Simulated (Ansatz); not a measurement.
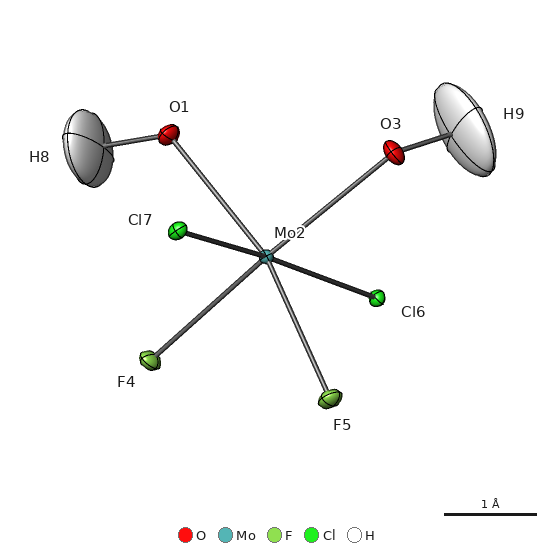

Displacement ellipsoids at the 50 % level, enlarged 1.5 times, from the internal vibrations of the free molecule (harmonic, no overall translation or rotation; no half-axis is drawn under 0.075 Å). Charge 0, singlet. Vibrations computed with RKS PBE0-D4/def2-TZVP, core potentials on Mo (Ansatz 0.2.0). Temperature: 0 K (zero-point motion alone).

Give the displacement parameters, one line for each set of equivalent atoms.

```
atom  U_eq (Å²)   rms amplitudes (Å)
  O1     0.0030  0.040, 0.054, 0.067
 Mo2    0.00038  0.019, 0.019, 0.020
  O3     0.0030  0.039, 0.058, 0.064
  F4     0.0028  0.039, 0.051, 0.066
  F5     0.0028  0.038, 0.059, 0.061
 Cl6     0.0016  0.035, 0.040, 0.043
 Cl7     0.0017  0.034, 0.038, 0.049
  H8     0.0313  0.079, 0.174, 0.240
  H9     0.0345  0.079, 0.193, 0.245
```
